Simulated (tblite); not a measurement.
**Run report: C2H14OSi5, geometry relaxation (part 2 of 2)**

C2H14OSi5, SMILES C[Si@@H]1[Si@H](C)[SiH2][Si@@H]1O[SiH3]; GFN2-xTB geometry optimisation, gas phase (tblite 0.8.0). It belongs to a series of runs on one base structure; here: constitutional isomer.

Geometry of the input (Å):
```
C  0.2663  1.0396  -2.2649
Si 0.1515  -0.5987  -1.4624
Si -1.7761  -1.0713  -0.4176
C  -2.3749  0.4619  0.4532
Si -0.5043  -2.3629  0.9019
Si 1.0180  -0.7359  0.6122
O  0.6967  0.6971  1.5189
Si 2.1984  1.5559  1.5641
H  1.3062  1.4101  -2.1498
H  -0.0332  0.9828  -3.3208
H  -0.3821  1.7756  -1.7159
H  0.5602  -1.7716  -2.2235
H  -2.7658  -1.7747  -1.2194
H  -3.2043  0.2053  1.1621
H  -2.7420  1.2410  -0.2488
H  -1.5930  0.9285  1.1080
H  -0.9796  -2.5260  2.2614
H  -0.0941  -3.5746  0.1847
H  2.4100  -1.1585  0.6932
H  2.5610  1.8282  0.1766
H  3.1740  0.6382  2.1287
H  2.0965  2.8293  2.2571
```

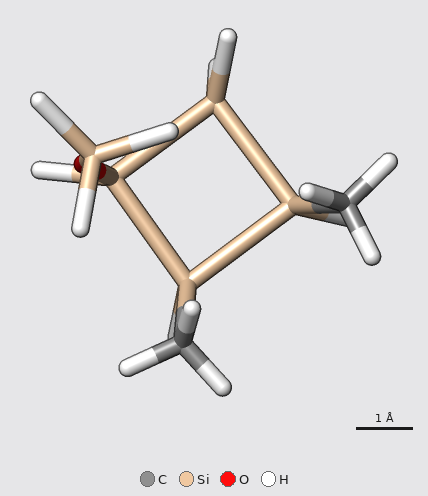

**Figure 1.** The geometry at step 122 of the log (stick view, seen at a tilt).

Trajectory as extended XYZ, continued
```
22
Properties=species:S:1:pos:R:3:forces:R:3 step=87 energy=-657.65300
C     0.4298    1.2252   -2.1648    0.0050   0.0180  -0.0040
Si    0.2019   -0.6002   -1.6510   -0.0070  -0.0280  -0.0130
Si   -1.7424   -1.0783   -0.3544    0.0060   0.0150   0.0030
C    -2.6233    0.5018    0.2636    0.0040   0.0080  -0.0040
Si   -0.3852   -2.0497    1.3271    0.0100  -0.0010   0.0110
Si    1.5369   -1.3772    0.1438   -0.0140   0.0000   0.0030
O     2.2102   -0.0857    0.9171   -0.0130  -0.0200  -0.0160
Si    2.0755    1.3772    1.5697   -0.0260   0.0130   0.0220
H     1.4559    1.4345   -2.4549    0.0220  -0.0150   0.0000
H    -0.2059    1.4976   -3.0023   -0.0340   0.0050  -0.0170
H     0.1875    1.8876   -1.3392    0.0000   0.0110   0.0370
H     0.3349   -1.3530   -2.9179    0.0140  -0.0160  -0.0040
H    -2.8225   -1.8876   -0.9535   -0.0250  -0.0040  -0.0090
H    -3.4267    0.2718    0.9585    0.0150   0.0080  -0.0090
H    -3.0517    1.0753   -0.5539    0.0010  -0.0030   0.0110
H    -1.9181    1.1470    0.7816   -0.0140   0.0000  -0.0060
H    -0.5782   -1.5681    2.7060    0.0030  -0.0010   0.0010
H    -0.5423   -3.5048    1.4814    0.0070  -0.0190  -0.0030
H     2.7503   -2.1971    0.0108    0.0080   0.0090   0.0020
H     2.2918    2.3571    0.5073    0.0200   0.0150  -0.0090
H     3.0918    1.4292    2.6125    0.0120   0.0060   0.0080
H     0.7193    1.5168    2.1116    0.0050  -0.0030  -0.0030
22
Properties=species:S:1:pos:R:3:forces:R:3 step=105 energy=-657.65632
C     0.4237    1.2035   -2.1460   -0.0060   0.0150   0.0040
Si    0.1894   -0.6309   -1.6674    0.0100   0.0020  -0.0090
Si   -1.7519   -1.0864   -0.3557    0.0030  -0.0040  -0.0040
C    -2.6084    0.5116    0.2533   -0.0040  -0.0020  -0.0040
Si   -0.3840   -2.0589    1.3216    0.0070  -0.0030  -0.0070
Si    1.5300   -1.3709    0.1369   -0.0130   0.0010   0.0010
O     2.1775   -0.0507    0.8820    0.0000  -0.0040   0.0080
Si    2.0686    1.3989    1.5687   -0.0060  -0.0090   0.0030
H     1.4411    1.4047   -2.4721   -0.0080  -0.0100  -0.0030
H    -0.2450    1.5177   -2.9431   -0.0080  -0.0090  -0.0010
H     0.2298    1.8372   -1.2846    0.0100   0.0110   0.0010
H     0.3449   -1.3801   -2.9344   -0.0080   0.0080  -0.0010
H    -2.8520   -1.8781   -0.9460   -0.0030  -0.0020   0.0040
H    -3.4063    0.2994    0.9594    0.0080  -0.0050   0.0070
H    -3.0436    1.0763   -0.5665    0.0110   0.0050  -0.0040
H    -1.8938    1.1594    0.7545    0.0000  -0.0040  -0.0100
H    -0.5821   -1.5972    2.7055   -0.0040  -0.0010   0.0150
H    -0.5156   -3.5202    1.4519   -0.0090   0.0030   0.0030
H     2.7556   -2.1753    0.0267    0.0150   0.0030   0.0000
H     2.3234    2.3979    0.5318    0.0020  -0.0010  -0.0030
H     3.0785    1.4148    2.6211   -0.0090   0.0000   0.0030
H     0.7096    1.5464    2.1016    0.0100   0.0080  -0.0040
22
Properties=species:S:1:pos:R:3:forces:R:3 step=122 energy=-657.65811
C     0.4144    1.1992   -2.1359   -0.0020   0.0000   0.0090
Si    0.1882   -0.6403   -1.6712   -0.0080  -0.0040  -0.0080
Si   -1.7517   -1.1009   -0.3582    0.0030   0.0030  -0.0120
C    -2.5842    0.5134    0.2384   -0.0010   0.0010   0.0010
Si   -0.3858   -2.0726    1.3197    0.0070   0.0080   0.0090
Si    1.5292   -1.3747    0.1386   -0.0210   0.0180  -0.0020
O     2.1449   -0.0427    0.8896    0.0000  -0.0070   0.0090
Si    2.0571    1.4085    1.5746    0.0040  -0.0100  -0.0030
H     1.4114    1.3898   -2.5249   -0.0060   0.0060  -0.0050
H    -0.3004    1.5334   -2.8829   -0.0070  -0.0080  -0.0100
H     0.2857    1.8232   -1.2553    0.0100   0.0000   0.0010
H     0.3308   -1.3734   -2.9496    0.0050   0.0050   0.0130
H    -2.8652   -1.8912   -0.9243    0.0000   0.0000  -0.0070
H    -3.3716    0.3217    0.9617    0.0050   0.0020   0.0080
H    -3.0256    1.0717   -0.5826    0.0090  -0.0030   0.0020
H    -1.8512    1.1585    0.7157   -0.0100   0.0060   0.0020
H    -0.5808   -1.6157    2.7071    0.0020  -0.0050  -0.0080
H    -0.5268   -3.5332    1.4451    0.0060  -0.0040   0.0020
H     2.7755   -2.1464    0.0239    0.0050  -0.0120   0.0030
H     2.3567    2.3966    0.5391    0.0060   0.0030   0.0030
H     3.0452    1.3991    2.6479   -0.0090   0.0070   0.0000
H     0.6939    1.5953    2.0828    0.0020  -0.0050  -0.0070
22
Properties=species:S:1:pos:R:3:forces:R:3 step=140 energy=-657.65966
C     0.3970    1.2033   -2.1406    0.0030  -0.0020   0.0060
Si    0.1923   -0.6362   -1.6647    0.0050   0.0020  -0.0060
Si   -1.7494   -1.1070   -0.3621   -0.0040   0.0060   0.0060
C    -2.5639    0.5162    0.2359   -0.0020  -0.0020   0.0040
Si   -0.3881   -2.0838    1.3191    0.0110   0.0100  -0.0080
Si    1.5272   -1.3706    0.1491   -0.0130   0.0140   0.0060
O     2.1504   -0.0511    0.9163   -0.0050  -0.0010  -0.0070
Si    2.0537    1.4108    1.5782   -0.0010  -0.0120  -0.0030
H     1.3620    1.3916   -2.6044   -0.0040   0.0010   0.0010
H    -0.3711    1.5406   -2.8320    0.0010  -0.0050   0.0020
H     0.3377    1.8259   -1.2514    0.0010  -0.0030  -0.0070
H     0.3442   -1.3743   -2.9384    0.0050   0.0000   0.0020
H    -2.8689   -1.8835   -0.9362    0.0020   0.0000   0.0020
H    -3.3388    0.3372    0.9756   -0.0020  -0.0040   0.0040
H    -3.0161    1.0689   -0.5829    0.0020  -0.0010   0.0020
H    -1.8195    1.1625    0.6934   -0.0040   0.0030   0.0040
H    -0.5886   -1.6389    2.7090   -0.0060   0.0010  -0.0010
H    -0.5092   -3.5471    1.4364   -0.0080  -0.0010  -0.0030
H     2.7654   -2.1542    0.0347    0.0200  -0.0050  -0.0010
H     2.4091    2.3842    0.5467    0.0090   0.0000  -0.0040
H     2.9923    1.4048    2.6944   -0.0030  -0.0010   0.0010
H     0.6721    1.6201    2.0230   -0.0070  -0.0010  -0.0010
22
Properties=species:S:1:pos:R:3:forces:R:3 step=157 energy=-657.66029
C     0.3929    1.2014   -2.1415    0.0030   0.0020  -0.0010
Si    0.2001   -0.6390   -1.6655   -0.0010   0.0020  -0.0020
Si   -1.7426   -1.1005   -0.3593   -0.0030  -0.0030   0.0020
C    -2.5600    0.5204    0.2418    0.0000  -0.0050  -0.0020
Si   -0.3819   -2.0813    1.3187   -0.0100  -0.0010   0.0000
Si    1.5352   -1.3751    0.1481   -0.0030   0.0070  -0.0040
O     2.1565   -0.0537    0.9129    0.0010   0.0030   0.0010
Si    2.0455    1.4070    1.5742   -0.0030  -0.0010   0.0000
H     1.3376    1.3914   -2.6443    0.0060  -0.0020   0.0020
H    -0.4025    1.5426   -2.7992   -0.0010  -0.0020  -0.0020
H     0.3705    1.8203   -1.2483    0.0010   0.0010   0.0010
H     0.3596   -1.3761   -2.9387   -0.0050  -0.0010   0.0010
H    -2.8633   -1.8775   -0.9308    0.0040   0.0020   0.0000
H    -3.3304    0.3375    0.9856    0.0030  -0.0010   0.0010
H    -3.0195    1.0692   -0.5755    0.0020   0.0030   0.0030
H    -1.8169    1.1714    0.6947   -0.0060  -0.0020   0.0010
H    -0.5902   -1.6368    2.7076    0.0070  -0.0010   0.0000
H    -0.5159   -3.5440    1.4322    0.0020   0.0020   0.0000
H     2.7778   -2.1533    0.0356    0.0040  -0.0060   0.0000
H     2.4420    2.3780    0.5555    0.0050   0.0010  -0.0010
H     2.9448    1.3965    2.7223   -0.0030  -0.0030   0.0020
H     0.6503    1.6209    1.9730   -0.0020   0.0050  -0.0010
```

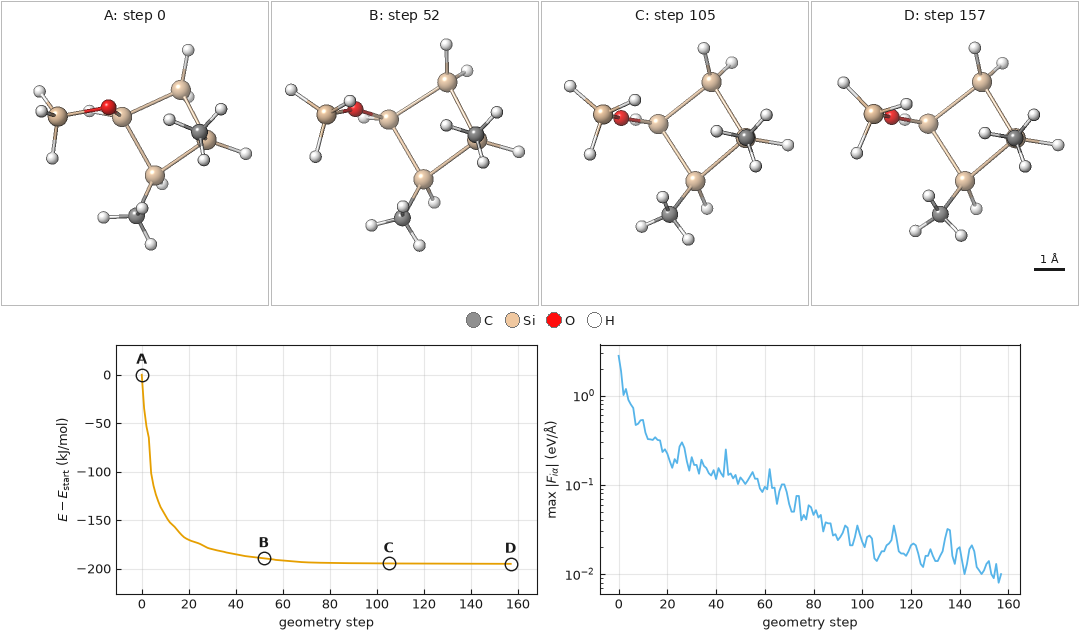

**Figure 2.** Frames of the relaxation (ball-and-stick view, seen at a tilt) above the curves, on which the letters mark them (steps are counted from 0).

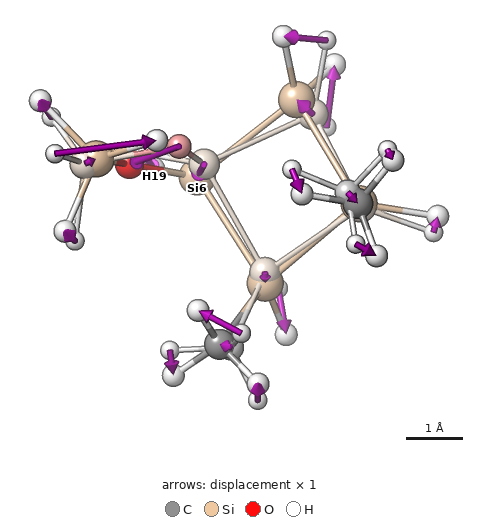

**Figure 3.** Start (faint) and end (solid) with the displacements as pink arrows, at true length (ball-and-stick view, seen at a tilt). The two geometries are laid on each other by the best rigid fit. After 157 geometry steps the energy has fallen by 195.1 kJ/mol. The largest force component goes from 2.8 to 0.01 eV/Å. The atom that moves furthest after the best rigid fit is H22 (1.92 Å). By element the largest moves are H 1.92 Å, O 1.76 Å, Si 0.95 Å, C 0.28 Å. Among the contacts that change: Si2–Si3 2.243 → 2.386 Å, Si3–Si5 2.242 → 2.373 Å, O7–Si8 1.731 → 1.607 Å, Si2–Si6 2.252 → 2.369 Å. Among the angles that change: Si6–O7–Si8 105.3° → 153.3°, H17–Si5–H18 117.2° → 102.4°, O7–Si6–H19 112.9° → 98.1°. (Atoms are counted from 1 in the order of the input.)

Key numbers

| quantity | value |
| --- | --- |
| outcome | converged |
| total energy | −657.6603 eV |
| wall time | 8.6 s |
| peak memory | 0.18 GiB |
